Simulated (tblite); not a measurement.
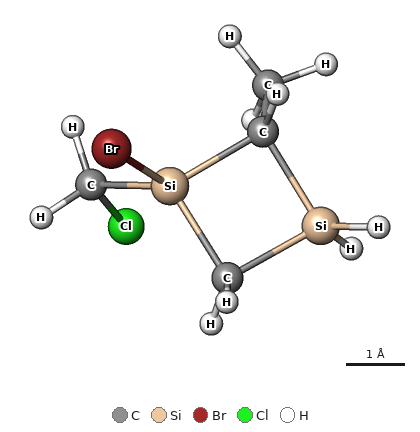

The input geometry (ball-and-stick view, seen at a tilt).

## C₄H₁₀BrClSi₂: frequency calculation

C₄H₁₀BrClSi₂, computed with GFN2-xTB harmonic vibrations, gas phase (tblite 0.8.0).

It belongs to a series of runs on one base structure; here: H on Si replaced by Br.

**The input**
```
{"job": {"kind": "ir", "xc": "GFN2-xTB", "basis": "xTB"}, "charge": 0, "multiplicity": 1}
C      1.566197    -0.719787     1.164520
C      1.073761    -0.421966    -0.246717
Si     1.131080     1.423048    -0.828504
C     -0.743159     1.287226    -1.250077
Si    -0.814215    -0.492492    -0.571847
Br    -1.393925    -2.021950    -2.109039
C     -1.984454    -0.828399     0.892157
Cl    -1.802831     0.472566     2.098045
H      1.411765    -1.766867     1.423724
H      1.043005    -0.108047     1.895491
H      2.630833    -0.506979     1.246252
H      1.614585    -1.073109    -0.938094
H      1.410349     2.351327     0.262329
H      1.987357     1.650657    -1.989113
H     -0.970897     1.370173    -2.309375
H     -1.379100     2.000401    -0.734036
H     -1.759822    -1.766877     1.393653
H     -3.029288    -0.842609     0.588975
```

The first line tells a small driver script what to run in tblite; the rest is the geometry in Å.

Machine: 1 CPU thread, shared host.

Command:
```bash
OMP_NUM_THREADS=1 python <driver script> task.json out
```

**Output**
```
mode    cm-1     km/mol
  1      17.5      0.19
  2      56.3      5.34
  3      79.4      7.54
  4      89.6      5.92
  5     128.6      4.72
  6     140.1      1.40
  7     182.3      4.68
  8     217.0      0.04
  9     236.0      4.63
 10     270.8      0.13
 11     314.0     10.25
 12     429.4      8.43
 13     451.7     52.55
 14     504.1     22.58
 15     597.5     30.97
 16     631.1     25.33
 17     639.8     60.07
 18     664.4    111.68
 19     682.1     84.64
 20     694.7     27.91
 21     717.7    107.06
 22     750.0    280.14
 23     768.5    277.23
 24     814.3    104.33
 25     926.8      7.22
 26     990.5     12.93
 27    1017.7     26.70
 28    1082.7     48.02
 29    1087.6     20.46
 30    1107.6     22.15
 31    1122.2     10.35
 32    1192.2      0.85
 33    1274.8      8.15
 34    1420.4      1.52
 35    1426.9     10.53
 36    1447.4     15.49
 37    1508.7      3.77
 38    1511.8      2.63
 39    2290.0    435.78
 40    2298.2    257.55
 41    2939.7     38.78
 42    2985.8      5.22
 43    2991.2      4.03
 44    3002.2     35.26
 45    3014.1     28.70
 46    3017.5     36.35
 47    3023.5      6.47
 48    3037.4     18.74
```

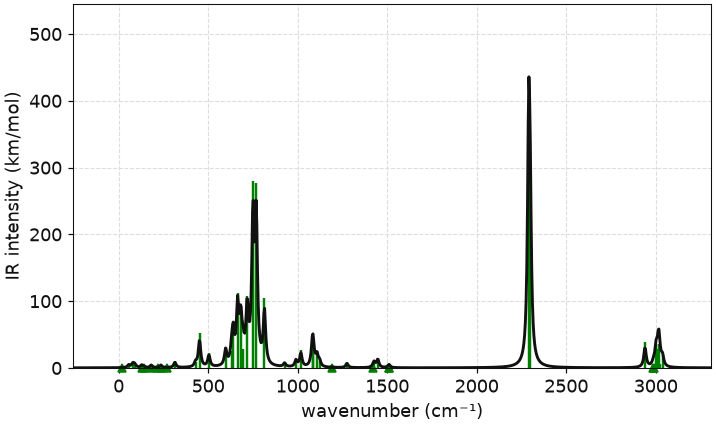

Harmonic infrared spectrum, unscaled: sticks (degenerate modes added up, dark ones marked on the axis) with a Lorentzian envelope of 16 cm⁻¹ full width, scaled to the tallest stick. 48 modes from 18 to 3037 cm⁻¹, none imaginary. The strongest line is at 2290 cm⁻¹ (436 km/mol).

**Summary**

| quantity | value |
| --- | --- |
| outcome | converged |
| total energy | −700.9192 eV |
| zero-point energy | 79.7620 kcal/mol |
| wall time | 1.9 s |
| peak memory | 0.18 GiB |
